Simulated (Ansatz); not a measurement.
Three curves of one kind of scan: energy against volume (even scaling of the relaxed cell, symmetry kept). The numbers are results of PBE (plane waves to 420 eV, PAW, scalar-relativistic; Ansatz, a first-principles code), not measurements. Each is measured from its own zero (the relaxed starting cell). 

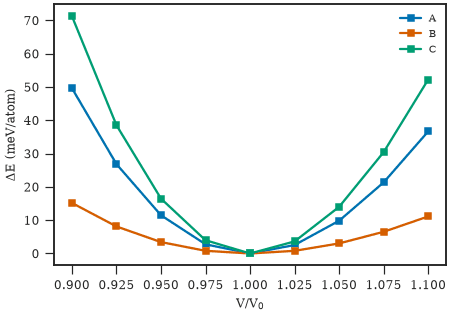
Figure. Curves A, B and C.

```tsv
V/V₀	ΔE (meV/atom)
0.900	50
0.950	11
1.000	0
1.050	10
1.100	37
```

**Question.** Which curve does this table belong to?

**Answer.** Curve A, which is Lu (hcp, Mg type). The others: B is Se (trigonal-Se type, space group P3_121); C is Ti (hcp, Mg type).

All were relaxed with their symmetry unable to fall. Lu is run without spin polarisation. Ti is run without spin polarisation.

(A scan under strain: stresses follow from slopes of the energy per volume, elastic moduli from its curvatures.)
